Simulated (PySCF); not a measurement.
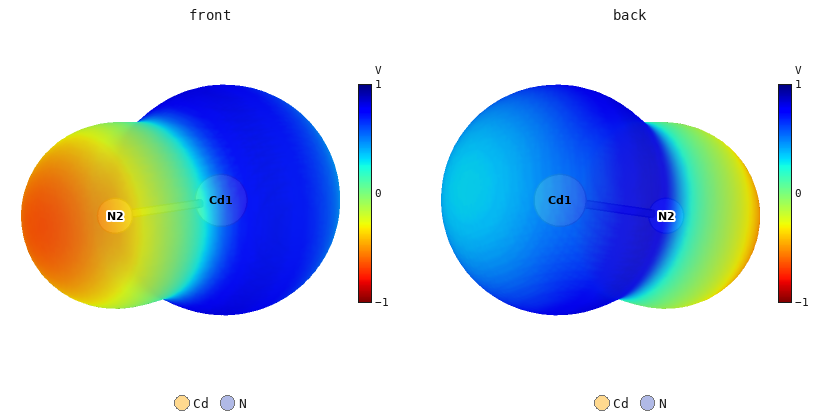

Figure 1: CdN (quartet). The electrostatic potential painted on the density surface at 0.002 e/bohr³, seen from the front and from behind; the colour scale runs from red (negative) to blue (positive).

Core potentials replace the inner electrons of Cd.

The calculation used PySCF, PBE0/def2-SVP, non-relativistic Hamiltonian with scalar-relativistic core potentials where named, at a bond length of 2.455 Å.

```xyz
2

Cd    0.0000    0.0000   -0.2688
N     0.0000    0.0000    2.1862
```

> Which sites attract a positive test charge, and which a negative one?

A positive charge is drawn to the negative regions and a negative charge to the positive ones. The most negative region (about −0.7 V) lies over N2, the most positive (about +0.8 V) over Cd1.
